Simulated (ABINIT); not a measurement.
# CdSiS3 (Pm-3m): zone-centre phonons, part 3 of 4

Aim: the zone-centre modes of CdSiS3 (Pm-3m).

ABINIT 10.8.3; DFT PBEsol, scalar-relativistic, plane waves, PseudoDojo norm-conserving pseudopotentials.

So far. Step 4 (Relaxation): The volume changes by -0.4 % in this run and stands +8.3 % from the first cell. Step 6 (Linear response at Γ): The acoustic modes at Γ come out as far as 4.1 cm⁻¹ from zero, where they should vanish, a small numerical error. The lowest optical mode is imaginary, 185i cm⁻¹, an instability at this level and on this k mesh. The relaxed cell has a = 4.508 Å (conventional setting).

The structure was built from a prototype and need not be the compound's stable phase.

**7. Modes with the sum rule**

anaddb reads the merged derivatives and imposes the acoustic sum rule.

anaddb.abi reads:

```
ddb_filepath "gamma_DDB"
output_file "anaddb.abo"
outdata_prefix "anaddb"
asr 1
chneut 1
enunit 2
eivec 1
nph1l 1
qph1l 0.0 0.0 0.0 1.0
```

mrgddb.in reads:

```
gamma_DDB
merged
2
dfpt_gammao_DDB
gso_DDB
```

Started as:

```bash
$ mrgddb < mrgddb.in > mrgddb.log
$ OMP_NUM_THREADS=1 anaddb anaddb.abi > anaddb.log
```

anaddb.abo, the main output file:

```text
-outvars_anaddb: echo values of input variables ----------------------

 Miscellaneous information :
      enunit         2
       eivec         1
         asr         1
 First list of wavevector (reduced coord.) :
       nph1l         1
       qph1l
                     0.00000000E+00  0.00000000E+00  0.00000000E+00    1.000E+00

================================================================================

 read the DDB information and perform some checks

  ==== Info on the Cryst% object ====
 Real(R)+Recip(G) space primitive vectors, cartesian coordinates (Bohr,Bohr^-1):
 R(1)=  8.5198028  0.0000000  0.0000000  G(1)=  0.1173736  0.0000000  0.0000000
 R(2)=  0.0000000  8.5198028  0.0000000  G(2)=  0.0000000  0.1173736  0.0000000
 R(3)=  0.0000000  0.0000000  8.5198028  G(3)=  0.0000000  0.0000000  0.1173736
 Unit cell volume ucvol=  6.1842727E+02 bohr^3
 Angles (23,13,12)=  9.00000000E+01  9.00000000E+01  9.00000000E+01 degrees
 Time-reversal symmetry is present
 Reduced atomic positions [iatom, xred, symbol]:
    1)    0.0000000  0.0000000  0.0000000  Cd
    2)    0.5000000  0.5000000  0.5000000  Si
    3)    0.5000000  0.5000000  0.0000000   S
    4)    0.5000000  0.0000000  0.5000000   S
    5)    0.0000000  0.5000000  0.5000000   S

 DDB file with 3 blocks has been read.

================================================================================

 Treat the first list of vectors

  Phonon wavevector (reduced coordinates) :  0.00000  0.00000  0.00000
 Phonon energies in Hartree :
  -8.439512E-04 -8.439512E-04 -8.439512E-04 -5.035861E-04 -5.035861E-04
  -5.035861E-04 -7.706447E-05 -7.706447E-05 -7.706447E-05  1.005049E-07
   1.005276E-07  1.005958E-07  1.760754E-03  1.760754E-03  1.760754E-03
 Phonon energies in meV     :
- -2.296508E+01 -2.296508E+01 -2.296508E+01 -1.370328E+01 -1.370328E+01
- -1.370328E+01 -2.097031E+00 -2.097031E+00 -2.097031E+00  2.734878E-03
-  2.735496E-03  2.737352E-03  4.791256E+01  4.791256E+01  4.791256E+01
 Phonon frequencies in cm-1    :
- -1.852259E+02 -1.852259E+02 -1.852259E+02 -1.105244E+02 -1.105244E+02
- -1.105244E+02 -1.691370E+01 -1.691370E+01 -1.691370E+01  2.205827E-02
-  2.206326E-02  2.207823E-02  3.864409E+02  3.864409E+02  3.864409E+02
 Phonon frequencies in Thz     :
- -5.552932E+00 -5.552932E+00 -5.552932E+00 -3.313437E+00 -3.313437E+00
- -3.313437E+00 -5.070598E-01 -5.070598E-01 -5.070598E-01  6.612904E-04
-  6.614400E-04  6.618887E-04  1.158521E+01  1.158521E+01  1.158521E+01
 Phonon energies in Kelvin  :
- -2.664987E+02 -2.664987E+02 -2.664987E+02 -1.590199E+02 -1.590199E+02
- -1.590199E+02 -2.433503E+01 -2.433503E+01 -2.433503E+01  3.173694E-02
-  3.174412E-02  3.176565E-02  5.560022E+02  5.560022E+02  5.560022E+02

 Eigendisplacements
 (will be given, for each mode : in cartesian coordinates
   for each atom the real part of the displacement vector,
   then the imaginary part of the displacement vector - absolute values smaller than 1.0d-7 are set to zero)
  Mode number    1   Energy   -8.439512E-04
 Attention : low frequency mode.
   (Could be unstable or acoustic mode)
-  1  0.00000000E+00  0.00000000E+00  0.00000000E+00
-     0.00000000E+00  0.00000000E+00  0.00000000E+00
-  2  0.00000000E+00  0.00000000E+00  0.00000000E+00
-     0.00000000E+00  0.00000000E+00  0.00000000E+00
-  3  0.00000000E+00  0.00000000E+00  0.00000000E+00
-     0.00000000E+00  0.00000000E+00  0.00000000E+00
-  4  0.00000000E+00  0.00000000E+00 -2.92470830E-03
-     0.00000000E+00  0.00000000E+00  0.00000000E+00
-  5  0.00000000E+00  0.00000000E+00  2.92470830E-03
-     0.00000000E+00  0.00000000E+00  0.00000000E+00
  Mode number    2   Energy   -8.439512E-04
 Attention : low frequency mode.
   (Could be unstable or acoustic mode)
-  1  0.00000000E+00  0.00000000E+00  0.00000000E+00
-     0.00000000E+00  0.00000000E+00  0.00000000E+00
-  2  0.00000000E+00  0.00000000E+00  0.00000000E+00
-     0.00000000E+00  0.00000000E+00  0.00000000E+00
-  3  0.00000000E+00 -2.92470830E-03  0.00000000E+00
-     0.00000000E+00  0.00000000E+00  0.00000000E+00
-  4  0.00000000E+00  0.00000000E+00  0.00000000E+00
-     0.00000000E+00  0.00000000E+00  0.00000000E+00
-  5  0.00000000E+00  2.92470830E-03  0.00000000E+00
-     0.00000000E+00  0.00000000E+00  0.00000000E+00
  Mode number    3   Energy   -8.439512E-04
 Attention : low frequency mode.
   (Could be unstable or acoustic mode)
-  1  0.00000000E+00  0.00000000E+00  0.00000000E+00
-     0.00000000E+00  0.00000000E+00  0.00000000E+00
-  2  0.00000000E+00  0.00000000E+00  0.00000000E+00
-     0.00000000E+00  0.00000000E+00  0.00000000E+00
-  3  2.92470830E-03  0.00000000E+00  0.00000000E+00
-     0.00000000E+00  0.00000000E+00  0.00000000E+00
-  4 -2.92470830E-03  0.00000000E+00  0.00000000E+00
-     0.00000000E+00  0.00000000E+00  0.00000000E+00
-  5  0.00000000E+00  0.00000000E+00  0.00000000E+00
-     0.00000000E+00  0.00000000E+00  0.00000000E+00
  Mode number    4   Energy   -5.035861E-04
 Attention : low frequency mode.
   (Could be unstable or acoustic mode)
-  1  0.00000000E+00  0.00000000E+00  8.47052447E-04
-     0.00000000E+00  0.00000000E+00  0.00000000E+00
-  2  0.00000000E+00  0.00000000E+00  1.97513618E-03
-     0.00000000E+00  0.00000000E+00  0.00000000E+00
-  3  0.00000000E+00  0.00000000E+00  2.88724598E-05
-     0.00000000E+00  0.00000000E+00  0.00000000E+00
-  4  0.00000000E+00  0.00000000E+00 -2.36377240E-03
-     0.00000000E+00  0.00000000E+00  0.00000000E+00
-  5  0.00000000E+00  0.00000000E+00 -2.36377240E-03
-     0.00000000E+00  0.00000000E+00  0.00000000E+00
  Mode number    5   Energy   -5.035861E-04
 Attention : low frequency mode.
   (Could be unstable or acoustic mode)
-  1  0.00000000E+00  8.47052447E-04  0.00000000E+00
-     0.00000000E+00  0.00000000E+00  0.00000000E+00
-  2  0.00000000E+00  1.97513618E-03  0.00000000E+00
-     0.00000000E+00  0.00000000E+00  0.00000000E+00
-  3  0.00000000E+00 -2.36377240E-03  0.00000000E+00
-     0.00000000E+00  0.00000000E+00  0.00000000E+00
-  4  0.00000000E+00  2.88724598E-05  0.00000000E+00
-     0.00000000E+00  0.00000000E+00  0.00000000E+00
-  5  0.00000000E+00 -2.36377240E-03  0.00000000E+00
-     0.00000000E+00  0.00000000E+00  0.00000000E+00
  Mode number    6   Energy   -5.035861E-04
 Attention : low frequency mode.
   (Could be unstable or acoustic mode)
-  1  8.47052447E-04  0.00000000E+00  0.00000000E+00
-     0.00000000E+00  0.00000000E+00  0.00000000E+00
-  2  1.97513618E-03  0.00000000E+00  0.00000000E+00
-     0.00000000E+00  0.00000000E+00  0.00000000E+00
-  3 -2.36377240E-03  0.00000000E+00  0.00000000E+00
-     0.00000000E+00  0.00000000E+00  0.00000000E+00
-  4 -2.36377240E-03  0.00000000E+00  0.00000000E+00
-     0.00000000E+00  0.00000000E+00  0.00000000E+00
-  5  2.88724598E-05  0.00000000E+00  0.00000000E+00
-     0.00000000E+00  0.00000000E+00  0.00000000E+00
  Mode number    7   Energy   -7.706447E-05
 Attention : low frequency mode.
   (Could be unstable or acoustic mode)
-  1  0.00000000E+00  0.00000000E+00 -1.35643819E-03
-     0.00000000E+00  0.00000000E+00  0.00000000E+00
-  2  0.00000000E+00  0.00000000E+00  2.92477293E-03
-     0.00000000E+00  0.00000000E+00  0.00000000E+00
-  3  0.00000000E+00  0.00000000E+00  1.74943539E-03
-     0.00000000E+00  0.00000000E+00  0.00000000E+00
-  4  0.00000000E+00  0.00000000E+00  2.28950088E-04
-     0.00000000E+00  0.00000000E+00  0.00000000E+00
-  5  0.00000000E+00  0.00000000E+00  2.28950088E-04
-     0.00000000E+00  0.00000000E+00  0.00000000E+00
  Mode number    8   Energy   -7.706447E-05
 Attention : low frequency mode.
   (Could be unstable or acoustic mode)
-  1  0.00000000E+00  1.35643819E-03  0.00000000E+00
-     0.00000000E+00  0.00000000E+00  0.00000000E+00
-  2  0.00000000E+00 -2.92477293E-03  0.00000000E+00
-     0.00000000E+00  0.00000000E+00  0.00000000E+00
-  3  0.00000000E+00 -2.28950088E-04  0.00000000E+00
-     0.00000000E+00  0.00000000E+00  0.00000000E+00
-  4  0.00000000E+00 -1.74943539E-03  0.00000000E+00
-     0.00000000E+00  0.00000000E+00  0.00000000E+00
-  5  0.00000000E+00 -2.28950088E-04  0.00000000E+00
-     0.00000000E+00  0.00000000E+00  0.00000000E+00
  Mode number    9   Energy   -7.706447E-05
 Attention : low frequency mode.
   (Could be unstable or acoustic mode)
-  1  1.35643819E-03  0.00000000E+00  0.00000000E+00
-     0.00000000E+00  0.00000000E+00  0.00000000E+00
-  2 -2.92477293E-03  0.00000000E+00  0.00000000E+00
-     0.00000000E+00  0.00000000E+00  0.00000000E+00
-  3 -2.28950088E-04  0.00000000E+00  0.00000000E+00
-     0.00000000E+00  0.00000000E+00  0.00000000E+00
-  4 -2.28950088E-04  0.00000000E+00  0.00000000E+00
-     0.00000000E+00  0.00000000E+00  0.00000000E+00
-  5 -1.74943539E-03  0.00000000E+00  0.00000000E+00
-     0.00000000E+00  0.00000000E+00  0.00000000E+00
  Mode number   10   Energy    1.005049E-07
 Attention : low frequency mode.
   (Could be unstable or acoustic mode)
-  1  0.00000000E+00  0.00000000E+00  1.52401393E-03
-     0.00000000E+00  0.00000000E+00  0.00000000E+00
-  2  0.00000000E+00  0.00000000E+00  1.51865457E-03
-     0.00000000E+00  0.00000000E+00  0.00000000E+00
-  3  0.00000000E+00  0.00000000E+00  1.52021572E-03
-     0.00000000E+00  0.00000000E+00  0.00000000E+00
-  4  0.00000000E+00  0.00000000E+00  1.52226153E-03
-     0.00000000E+00  0.00000000E+00  0.00000000E+00
-  5  0.00000000E+00  0.00000000E+00  1.52226153E-03
-     0.00000000E+00  0.00000000E+00  0.00000000E+00
  Mode number   11   Energy    1.005276E-07
 Attention : low frequency mode.
   (Could be unstable or acoustic mode)
-  1  0.00000000E+00 -1.52401393E-03  0.00000000E+00
-     0.00000000E+00  0.00000000E+00  0.00000000E+00
-  2  0.00000000E+00 -1.51865457E-03  0.00000000E+00
-     0.00000000E+00  0.00000000E+00  0.00000000E+00
-  3  0.00000000E+00 -1.52226153E-03  0.00000000E+00
-     0.00000000E+00  0.00000000E+00  0.00000000E+00
-  4  0.00000000E+00 -1.52021572E-03  0.00000000E+00
-     0.00000000E+00  0.00000000E+00  0.00000000E+00
-  5  0.00000000E+00 -1.52226153E-03  0.00000000E+00
-     0.00000000E+00  0.00000000E+00  0.00000000E+00
  Mode number   12   Energy    1.005958E-07
 Attention : low frequency mode.
   (Could be unstable or acoustic mode)
-  1  1.52401393E-03  0.00000000E+00  0.00000000E+00
-     0.00000000E+00  0.00000000E+00  0.00000000E+00
-  2  1.51865457E-03  0.00000000E+00  0.00000000E+00
-     0.00000000E+00  0.00000000E+00  0.00000000E+00
-  3  1.52226153E-03  0.00000000E+00  0.00000000E+00
-     0.00000000E+00  0.00000000E+00  0.00000000E+00
-  4  1.52226153E-03  0.00000000E+00  0.00000000E+00
-     0.00000000E+00  0.00000000E+00  0.00000000E+00
-  5  1.52021572E-03  0.00000000E+00  0.00000000E+00
-     0.00000000E+00  0.00000000E+00  0.00000000E+00
  Mode number   13   Energy    1.760754E-03
-  1  0.00000000E+00  0.00000000E+00  9.25783348E-06
-     0.00000000E+00  0.00000000E+00  0.00000000E+00
-  2  0.00000000E+00  0.00000000E+00 -2.18419881E-03
-     0.00000000E+00  0.00000000E+00  0.00000000E+00
-  3  0.00000000E+00  0.00000000E+00  3.42570046E-03
-     0.00000000E+00  0.00000000E+00  0.00000000E+00
-  4  0.00000000E+00  0.00000000E+00 -7.72528540E-04
-     0.00000000E+00  0.00000000E+00  0.00000000E+00
-  5  0.00000000E+00  0.00000000E+00 -7.72528540E-04
-     0.00000000E+00  0.00000000E+00  0.00000000E+00
  Mode number   14   Energy    1.760754E-03
-  1  0.00000000E+00  9.25783348E-06  0.00000000E+00
-     0.00000000E+00  0.00000000E+00  0.00000000E+00
-  2  0.00000000E+00 -2.18419881E-03  0.00000000E+00
-     0.00000000E+00  0.00000000E+00  0.00000000E+00
-  3  0.00000000E+00 -7.72528540E-04  0.00000000E+00
-     0.00000000E+00  0.00000000E+00  0.00000000E+00
-  4  0.00000000E+00  3.42570045E-03  0.00000000E+00
-     0.00000000E+00  0.00000000E+00  0.00000000E+00
-  5  1.24193534E-07 -7.72528540E-04  0.00000000E+00
-     0.00000000E+00  0.00000000E+00  0.00000000E+00
  Mode number   15   Energy    1.760754E-03
-  1  9.25783348E-06  0.00000000E+00  0.00000000E+00
-     0.00000000E+00  0.00000000E+00  0.00000000E+00
-  2 -2.18419881E-03  0.00000000E+00  0.00000000E+00
-     0.00000000E+00  0.00000000E+00  0.00000000E+00
-  3 -7.72528540E-04  0.00000000E+00  0.00000000E+00
-     0.00000000E+00  0.00000000E+00  0.00000000E+00
-  4 -7.72528540E-04 -1.24193534E-07  0.00000000E+00
-     0.00000000E+00  0.00000000E+00  0.00000000E+00
-  5  3.42570045E-03  0.00000000E+00  0.00000000E+00
-     0.00000000E+00  0.00000000E+00  0.00000000E+00

 Analysis of degeneracies and characters (maximum tolerance=1.00E-06 a.u.)
 For each vibration mode, or group of modes if degenerate,
 the characters are given for each symmetry operation (see the list in the log file).
 Symmetry characters of vibration mode #   1
       degenerate with vibration modes #   2 to    3
  3.0 -3.0 -1.0  1.0 -1.0  1.0 -1.0  1.0 -1.0  1.0  1.0 -1.0 -1.0  1.0  1.0 -1.0
  0.0 -0.0  0.0 -0.0 -0.0  0.0 -0.0  0.0 -1.0  1.0  1.0 -1.0  1.0 -1.0 -1.0  1.0
  0.0 -0.0 -0.0  0.0 -0.0  0.0  0.0 -0.0 -1.0  1.0 -1.0  1.0  1.0 -1.0  1.0 -1.0
 Symmetry characters of vibration mode #   4
       degenerate with vibration modes #   5 to    6
  3.0 -3.0 -1.0  1.0 -1.0  1.0 -1.0  1.0  1.0 -1.0 -1.0  1.0  1.0 -1.0 -1.0  1.0
  0.0 -0.0  0.0 -0.0 -0.0  0.0 -0.0  0.0  1.0 -1.0 -1.0  1.0 -1.0  1.0  1.0 -1.0
  0.0 -0.0 -0.0  0.0 -0.0  0.0  0.0 -0.0  1.0 -1.0  1.0 -1.0 -1.0  1.0 -1.0  1.0
 Symmetry characters of vibration mode #   7
       degenerate with vibration modes #   8 to    9
  3.0 -3.0 -1.0  1.0 -1.0  1.0 -1.0  1.0  1.0 -1.0 -1.0  1.0  1.0 -1.0 -1.0  1.0
 -0.0  0.0  0.0 -0.0 -0.0  0.0  0.0 -0.0  1.0 -1.0 -1.0  1.0 -1.0  1.0  1.0 -1.0
 -0.0  0.0 -0.0  0.0  0.0 -0.0  0.0 -0.0  1.0 -1.0  1.0 -1.0 -1.0  1.0 -1.0  1.0
 Symmetry characters of vibration mode #  10
       degenerate with vibration modes #  11 to   12
  3.0 -3.0 -1.0  1.0 -1.0  1.0 -1.0  1.0  1.0 -1.0 -1.0  1.0  1.0 -1.0 -1.0  1.0
 -0.0  0.0 -0.0  0.0  0.0 -0.0  0.0 -0.0  1.0 -1.0 -1.0  1.0 -1.0  1.0  1.0 -1.0
 -0.0  0.0  0.0 -0.0  0.0 -0.0 -0.0  0.0  1.0 -1.0  1.0 -1.0 -1.0  1.0 -1.0  1.0
 Symmetry characters of vibration mode #  13
       degenerate with vibration modes #  14 to   15
  3.0 -3.0 -1.0  1.0 -1.0  1.0 -1.0  1.0  1.0 -1.0 -1.0  1.0  1.0 -1.0 -1.0  1.0
 -0.0  0.0 -0.0  0.0  0.0 -0.0  0.0 -0.0  1.0 -1.0 -1.0  1.0 -1.0  1.0  1.0 -1.0
 -0.0  0.0  0.0 -0.0  0.0 -0.0 -0.0  0.0  1.0 -1.0  1.0 -1.0 -1.0  1.0 -1.0  1.0
-
```

The job ended after 0.52 s (1 thread of Arm Neoverse V1, shared host).

This step gave:

* highest optical zone-centre mode (no LO-TO term): 386.4 cm⁻¹
* lowest optical zone-centre mode: -185.2 cm⁻¹

No LO-TO term; unit eigenvectors of the mass-weighted matrix, from anaddb's displacements. Modes at Γ, with each element's share of the kinetic energy (negative means imaginary):

| mode | frequency (cm⁻¹) | symmetry | Cd % | Si % | S % |
| --- | --- | --- | --- | --- | --- |
| 1 | -185.2 | T2u | 0 | 0 | 100 |
| 2 | -185.2 | T2u | 0 | 0 | 100 |
| 3 | -185.2 | T2u | 0 | 0 | 100 |
| 4 | -110.5 | T1u | 15 | 20 | 65 |
| 5 | -110.5 | T1u | 15 | 20 | 65 |
| 6 | -110.5 | T1u | 15 | 20 | 65 |
| 7 | -16.9 | T1u | 38 | 44 | 19 |
| 8 | -16.9 | T1u | 38 | 44 | 19 |
| 9 | -16.9 | T1u | 38 | 44 | 19 |
| 10 | 0.0 | acoustic | 48 | 12 | 41 |
| 11 | 0.0 | acoustic | 48 | 12 | 41 |
| 12 | 0.0 | acoustic | 48 | 12 | 41 |
| 13 | 386.4 | T1u | 0 | 24 | 76 |
| 14 | 386.4 | T1u | 0 | 24 | 76 |
| 15 | 386.4 | T1u | 0 | 24 | 76 |

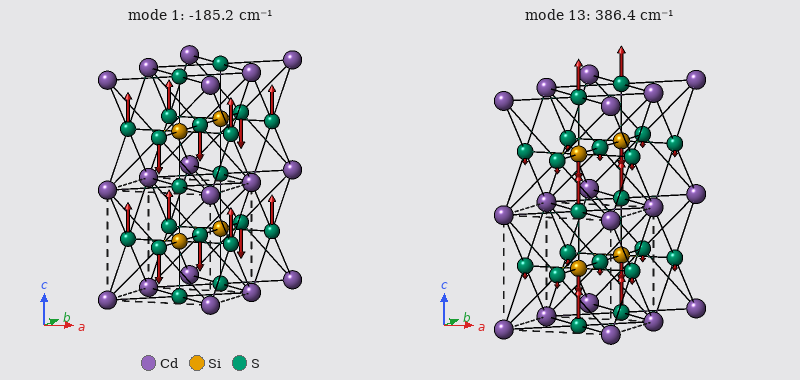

Displacement patterns of modes 1 and 13 at Γ; arrows are exaggerated. 1×2×2 cells are drawn. Some periodic images of atoms are drawn too.

The rule also moves an optical mode by 0.7 cm⁻¹.

[end of part 3 of 4]

[Host names and launcher messages were left out of these logs when they were recorded.]

[Logs are printed without paths, hosts, clocks, repeated set-up lines and the standing remarks that a program may print on its own settings, such as how far it seeks lower states.]

[Hosts, paths, dates, database ids (printed as entryN), source tags and the programs' standing remarks are cut or masked in the printed files.]
